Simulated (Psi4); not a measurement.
**B2H4F− (SMILES B[BH2-]F) at B3LYP/6-31G(d) (spherical functions)**

What is the vertical singlet–triplet gap of B2H4F− at B3LYP/6-31G* (spherical functions)? 

The calculation is run with Psi4 1.11.

6 further runs of the same task are left out: 5 that didn't finish, 1 set aside as unsound or not needed.

### 1 The molecule

B2H4F− has 7 atoms, charge -1, and is taken as a singlet. SMILES: `B[BH2-]F`. The shape is that of a GFN2-xTB optimisation.

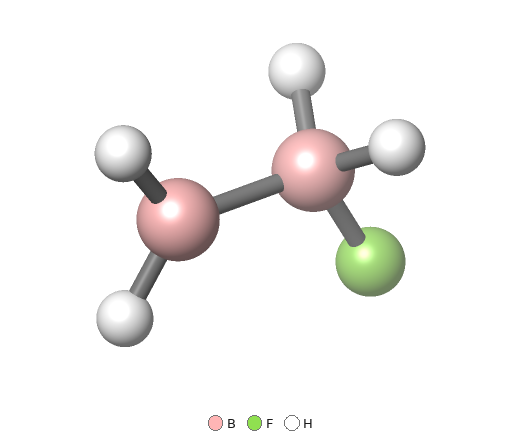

The structure, seen from a chosen angle (boron pink, fluorine green, hydrogen white).

### 2 The energy at B3LYP/6-31G(d) (spherical functions)

Input file run.py:

```python
import psi4

psi4.set_memory('1600 MB')
psi4.set_num_threads(1)
psi4.set_output_file('output.dat', False)

molecule = psi4.geometry("""
-1 1
B     -0.557490    -0.547080    -0.606600
B      0.368860     0.392230     0.434760
F      1.833710     0.217080     0.299000
H     -1.752900    -0.488230    -0.588920
H     -0.165490    -1.324120    -1.424330
H      0.111990     0.150390     1.619360
H      0.161310     1.599740     0.266740
symmetry c1
no_reorient
no_com
""")

psi4.set_options({
    'basis': '6-31G*',
    'reference': 'rks',
    'puream': True,
    'e_convergence': 1e-09,
    'd_convergence': 1e-08,
    'scf_type': 'pk',
    'dft_radial_points': 99,
    'dft_spherical_points': 590,
})

e_tot = psi4.energy("b3lyp")
print(f'b3lyp energy: {e_tot:.10f} Eh')
for k, v in sorted(psi4.core.scalar_variables().items()):
    print(f'{k:45s} {v:18.10f}')
```

The run is started by

```sh
python run.py
```

output.dat:

```text
[...]
  Running in c1 symmetry.
[...]
  Nuclear repulsion =   54.246339642168934
[...]
  Multiplicity = 1
[...]
  Nalpha       = 12
  Nbeta        = 12
[...]
    Number of basis functions: 50
[...]
   @RKS iter   1:  -151.78461045184605   -6.50008e-01   1.08819e-02 DIIS/ADIIS
[...]
   @RKS iter  10:  -151.96556074260747   -5.45697e-12   5.45623e-09 DIIS
[...]
    Orbital Energies [Eh]
    ---------------------
    Doubly Occupied:
       1A    -24.365219     2A     -6.507902     3A     -6.470312
       4A     -0.854931     5A     -0.301956     6A     -0.236628
       7A     -0.156299     8A     -0.141682     9A     -0.123293
      10A     -0.113204    11A     -0.037184    12A     -0.010548
[...]
  @RKS Final Energy:  -151.96556074260747
   => Energetics <=
    Nuclear Repulsion Energy =             54.2463396421689339
    One-Electron Energy =                -321.9333267073477600
    Two-Electron Energy =                 132.2107990719885038
    DFT Exchange-Correlation Energy =     -16.4893727494171713
    Empirical Dispersion Energy =           0.0000000000000000
    VV10 Nonlocal Energy =                  0.0000000000000000
    Total Energy =                       -151.9655607426074653
[...]
 Multipole Moments:
 ------------------------------------------------------------------------------------
     Multipole            Electronic (a.u.)      Nuclear  (a.u.)        Total (a.u.)
 ------------------------------------------------------------------------------------
 L = 1.  Multiply by 2.5417464519 to convert [e a0] to [Debye]
 Dipole X            :        -27.1841123           26.2958225           -0.8882898
 Dipole Y            :         -2.4622621            2.1112965           -0.3509656
 Dipole Z            :         -3.6291161            3.2213216           -0.4077945
 Magnitude           :                                                    1.0385240
[...]
```

Standard output:

```text
b3lyp energy: -151.9655607426 Eh
CURRENT ENERGY                                   -151.9655607426
CURRENT REFERENCE ENERGY                         -151.9655607426
DD SOLVATION ENERGY                                 0.0000000000
DFT FUNCTIONAL TOTAL ENERGY                      -151.9655607426
DFT TOTAL ENERGY                                 -151.9655607426
DFT VV10 ENERGY                                     0.0000000000
DFT XC ENERGY                                     -16.4893727494
GRID ELECTRONS ALPHA                               11.9999998137
GRID ELECTRONS BETA                                11.9999998137
GRID ELECTRONS TOTAL                               23.9999996273
NUCLEAR REPULSION ENERGY                           54.2463396422
ONE-ELECTRON ENERGY                              -321.9333267073
PCM POLARIZATION ENERGY                             0.0000000000
PE ENERGY                                           0.0000000000
SCF ITERATION ENERGY                             -151.9655607426
SCF ITERATIONS                                     10.0000000000
SCF TOTAL ENERGY                                 -151.9655607426
TWO-ELECTRON ENERGY                               132.2107990720
XC GRID RADIAL POINTS                              99.0000000000
XC GRID SPHERICAL POINTS                          590.0000000000
XC GRID TOTAL POINTS                           388327.0000000000
```

Wall time 16 s (1 thread of Intel Xeon Platinum 8259CL at 2.50GHz (Skylake/Cascade Lake), shared host); peak memory 0.76 GiB.

### 3 The triplet: energy and forces at UB3LYP/6-31G(d) (spherical functions)

Input file input.inp:

```
memory 1600 MB

molecule {
  -1 3
  B     -0.557490    -0.547080    -0.606600
  B      0.368860     0.392230     0.434760
  F      1.833710     0.217080     0.299000
  H     -1.752900    -0.488230    -0.588920
  H     -0.165490    -1.324120    -1.424330
  H      0.111990     0.150390     1.619360
  H      0.161310     1.599740     0.266740
  symmetry c1
}

set globals {
  basis 6-31G*
  reference uks
  puream true
  e_convergence 1e-09
  d_convergence 1e-08
  scf_type pk
  dft_radial_points 99
  dft_spherical_points 590
  maxiter 200
}

energy_value, wavefunction = gradient('b3lyp', return_wfn=True)
oeprop(wavefunction, 'DIPOLE', 'QUADRUPOLE', 'MAYER_INDICES', title='B3LYP')
```

The run is started by

```sh
psi4 -i input.inp -o input.out -n 1
```

input.out, cut to the lines that bear on the results:

```text
[...]
  Running in c1 symmetry.
[...]
  Nuclear repulsion =   54.246339642168934
[...]
  Multiplicity = 3
[...]
  Nalpha       = 13
  Nbeta        = 11
[...]
    Number of basis functions: 50
[...]
   @UKS iter   1:  -151.67923504908401   -5.44632e-01   9.73887e-03 ADIIS/DIIS
[...]
   @UKS iter  13:  -151.85688949680772   -1.13687e-12   5.68188e-09 DIIS
[...]
   @S^2 Observed:                2.004635237E+00
[...]
  @UKS Final Energy:  -151.85688949680772
   => Energetics <=
    Nuclear Repulsion Energy =             54.2463396421689339
    One-Electron Energy =                -320.9820567705884287
    Two-Electron Energy =                 131.3236465007557570
    DFT Exchange-Correlation Energy =     -16.4448188691440080
    Empirical Dispersion Energy =           0.0000000000000000
    VV10 Nonlocal Energy =                  0.0000000000000000
    Total Energy =                       -151.8568894968077245
[...]
  -Total Gradient:
     Atom            X                  Y                   Z
    ------   -----------------  -----------------  -----------------
       1        0.042445526060     0.038356071799     0.042732153944
       2       -0.078559940761    -0.043124996444    -0.048681974418
       3        0.033510787834     0.003441877219     0.004763854992
       4        0.006074157427    -0.012614109644    -0.013301423616
       5       -0.020712705919     0.000598545506    -0.000158989403
       6        0.008845250987     0.013408872641     0.000978289086
       7        0.008436329481    -0.000062692813     0.013672855325
[...]
 Multipole Moments:
 ------------------------------------------------------------------------------------
     Multipole            Electronic (a.u.)      Nuclear  (a.u.)        Total (a.u.)
 ------------------------------------------------------------------------------------
[...]
```

Wall time 24 s (1 thread of Intel Xeon Platinum 8259CL at 2.50GHz (Skylake/Cascade Lake), shared host); peak memory 0.76 GiB.

### 4 Summary of results

At B3LYP/6-31G* (spherical functions):

| quantity | value |
| --- | --- |
| singlet: total energy | -151.96556 Eh |
| singlet: HOMO energy | -0.29 eV |
| singlet: LUMO energy | 4.53 eV |
| singlet: HOMO–LUMO gap (to an unbound level, set by the basis) | 4.81 eV |
| triplet: total energy | -151.85689 Eh |
| triplet: HOMO energy (highest over α and β) | 2.45 eV |
| triplet: ⟨S²⟩ | 2.005 |
| triplet: largest force on an atom | 5.244 eV/Å |
| vertical energy of the triplet above the singlet | 2.957 eV |

What this shows: At this shape the triplet lies 2.96 eV (285 kJ/mol) above the singlet. The HOMO (triplet) lies at positive energy, 2.45 eV; only total energies tell whether the electron is bound.
